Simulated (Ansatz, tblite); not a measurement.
# Si(OMe)Me3 (C4H12OSi): one state, many levels

How do method and basis change the picture of Si(OMe)Me3 (C4H12OSi) (singlet)?

The runs use Ansatz 0.2.0, Gaussian basis; as each input shows.

Plan: GFN1-xTB, GFN2-xTB, PBE-D4/def2-TZVP, r2SCAN-D4/def2-TZVP, r2SCAN0-D4/def2-TZVP, CAM-B3LYP-D4/def2-TZVP, revPBE-D4/def2-TZVP, PBE-D4/def2-SVP, PBE0-D4/def2-SVP, HF/STO-3G, HF/6-31G, B3LYP-D4/6-31G, CCSD(T)/def2-SVP, MP2/def2-TZVP, RPA/def2-TZVP.

2 further runs of the same task are left out: 2 set aside as unsound or not needed.

## 1. The geometry

The geometry is that of the singlet, from an earlier relaxation (r2SCAN-D4/def2-SVP).

18 atoms, charge 0, spin multiplicity 1.

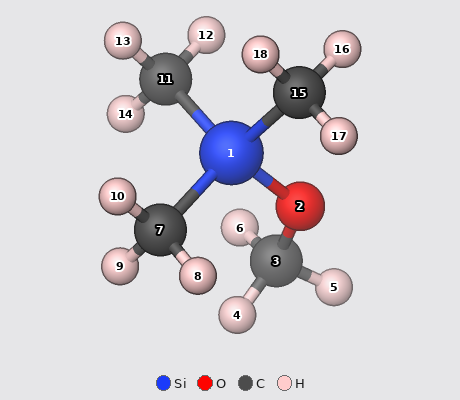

The structure; silicon blue, oxygen red, carbon dark grey, hydrogen pink; atoms are numbered from 1 in the order of the file.

PBE0-D4/def2-TZVP was run before; its log isn't repeated, and its numbers join the tables.

## 2. GFN1-xTB

Tight binding, by tblite at 300 K electronic temperature and without a spin-polarisation term:

```python
tblite.interface.Calculator('GFN1-xTB', numbers, positions, charge=0, uhf=0).singlepoint()
```

Energy -586.3162 eV, HOMO -11.42 eV, LUMO -4.00 eV; 0.01 s.

## 3. GFN2-xTB

Tight binding, by tblite at 300 K electronic temperature and without a spin-polarisation term:

```python
tblite.interface.Calculator('GFN2-xTB', numbers, positions, charge=0, uhf=0).singlepoint()
```

Energy -557.7112 eV, HOMO -10.56 eV, LUMO -3.40 eV; 0.007 s.

## 4. PBE-D4/def2-TZVP

start.molden holds the orbitals of an earlier run on this state, given as this run's starting guess.

The input, in.yaml:

```yaml
crystal:
  periodic: [false, false, false]
  atoms:
    - {symbol: Si, position_ang: [-0.150967, -0.262285, -0.218134]}
    - {symbol: O, position_ang: [-0.128999, -0.208713, 1.461303]}
    - {symbol: C, position_ang: [0.463086, 0.820284, 2.210106]}
    - {symbol: H, position_ang: [1.550296, 0.910214, 2.016275]}
    - {symbol: H, position_ang: [0.331868, 0.602791, 3.282533]}
    - {symbol: H, position_ang: [0.001585, 1.807309, 2.008784]}
    - {symbol: C, position_ang: [1.607974, -0.286579, -0.878360]}
    - {symbol: H, position_ang: [2.177614, -1.131496, -0.457510]}
    - {symbol: H, position_ang: [2.153550, 0.640399, -0.635608]}
    - {symbol: H, position_ang: [1.616543, -0.390986, -1.976328]}
    - {symbol: C, position_ang: [-1.065622, 1.233828, -0.892954]}
    - {symbol: H, position_ang: [-2.088358, 1.290325, -0.485215]}
    - {symbol: H, position_ang: [-1.145585, 1.185523, -1.991952]}
    - {symbol: H, position_ang: [-0.552812, 2.178052, -0.645355]}
    - {symbol: C, position_ang: [-1.049235, -1.844857, -0.635751]}
    - {symbol: H, position_ang: [-2.068657, -1.839314, -0.217568]}
    - {symbol: H, position_ang: [-0.521661, -2.717608, -0.218516]}
    - {symbol: H, position_ang: [-1.130621, -1.986887, -1.725762]}
basis:
  gaussian: {orbitals: def2-TZVP, initial_orbitals: start.molden}
hamiltonian: {xc: pbe, dispersion: d4}
scf: {omitted_lower_state_checks: [starts]}
output: {orbitals: {seedname: orbitals}}
```

On the command line:

```bash
$ ansatz run in.yaml --threads 2 --pin off --events-out ev --progress --plain --max-ram 32768MiB --backend cpu
```

After this run come: r2SCAN-D4/def2-TZVP; r2SCAN0-D4/def2-TZVP; CAM-B3LYP-D4/def2-TZVP; revPBE-D4/def2-TZVP; PBE-D4/def2-SVP; PBE0-D4/def2-SVP; HF/STO-3G; HF/6-31G; B3LYP-D4/6-31G; CCSD(T)/def2-SVP; MP2/def2-TZVP; RPA/def2-TZVP.

Before running them: what should the planned runs give, taken together? Wanted: gap in def2-TZVP, named functionals, smallest and largest; correlation energy, CCSD(T)/def2-SVP; correlation energy, MP2/def2-TZVP; binding an atom, CCSD(T)/def2-SVP; PBE0 total energy, smallest basis above largest.

The runs gave:

```
                                                 quantity                                      value
gap in def2-TZVP, named functionals, smallest and largest  6.20 eV (PBE-D4), 10.64 eV (CAM-B3LYP-D4)
                     correlation energy, CCSD(T)/def2-SVP                                  -26.31 eV
                        correlation energy, MP2/def2-TZVP                                  -28.31 eV
                        binding an atom, CCSD(T)/def2-SVP                                   3.807 eV
          PBE0 total energy, smallest basis above largest             10.05 eV (def2-SVP, def2-TZVP)
```

In words: Over the named functionals in def2-TZVP the gap runs from 6.20 eV (PBE-D4) to 10.64 eV (CAM-B3LYP-D4); exact exchange widens it. A small miss in a minimal or small basis is a cancelling of errors, not accuracy. The functionals in def2-TZVP miss CCSD(T)/def2-SVP by +0.155 (revPBE-D4) to +0.235 eV (PBE-D4) an atom. The yardstick is in a double-zeta basis, so levels in larger sets aren't compared like for like. CCSD(T)/def2-SVP isn't at the basis-set limit; small misses against it rank nothing.
